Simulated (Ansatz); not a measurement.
## Fields on a plane of Se (trigonal-Se type, space group P3_121)

```yaml
crystal:
  lattice:
    - [4.50569, 0.00000, 0.00000]
    - [-2.25284, 3.90204, 0.00000]
    - [0.00000, 0.00000, 4.99129]
  atoms:
    - { symbol: Se, position: [0.21709, 0.00000, 0.83333] }
    - { symbol: Se, position: [0.00000, 0.21709, 0.16667] }
    - { symbol: Se, position: [0.78291, 0.78291, 0.50000] }
```

The slice is a (0001) plane (indices of the conventional cell) through the point (0.783, 0.783, 0.500) (fractional), spanned by u = [110] and v = [1 -1 0] in vectors of this cell: u (4.51 Å) and v (7.80 Å, at 90° to u). It covers one period; positions are fractions (u, v).

Atoms on it: Se at (0.00, 0.00); Se at (0.50, 0.50).

Calculation: r2SCAN (plane waves to 500 eV, PAW, scalar-relativistic; Ansatz, a first-principles code). k mesh 9×9×7. Inside the PAW spheres the values are not all-electron values, and peaks at nuclei hang on which shells count as valence. Se was relaxed with its symmetry unable to fall.

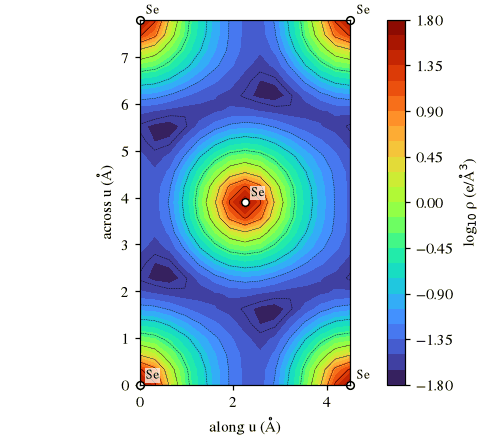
Log₁₀ of the valence density in e/Å³, one period of the plane, atoms marked. The scale is logarithmic, as a density can span decades between atoms and voids.

```
|xxxx##**--..      ..##@@@@xx|
|@@@@%%**--..        **@@@@@@|
|@@@@##++::..        --%%@@@@|
|@@%%++::..            ==%%@@|
|==--::                  ::==|
|                            |
|          ::====--::        |
|        ==%%@@@@%%++::..    |
|      --%%@@@@@@@@##++::..  |
|      **@@@@@@@@@@%%**--..  |
|    ..##@@@@xxxxxx##**--..  |
|    ..##@@%%xxxxxx**++--..  |
|    ..##@@@@xxxxxx##**--..  |
|      **@@@@@@@@@@%%**--..  |
|      --%%@@@@@@@@##++::..  |
|        ==%%@@@@%%++::..    |
|          ::====--::        |
|                            |
|==--::                  ::==|
|@@%%++::..            ==%%@@|
|@@@@##++::..        --%%@@@@|
|@@@@%%**--..        **@@@@@@|
|xxxx##**--..      ..##@@@@xx|
|xxxx**++--..      ..##@@%%xx|
```
Scale: ten equal steps from 0.01 (start of ' ') to 0.88 (end of '@'), in the order ' .:-=+*#%@'. Values: electron localisation function (ELF). The map has 14 points along u (two characters each, u = 0 at the left) and 24 along v (v = 0 in the bottom row). Points within 0.5 Å of a nucleus are blanked (x), as the pseudised field means little there.
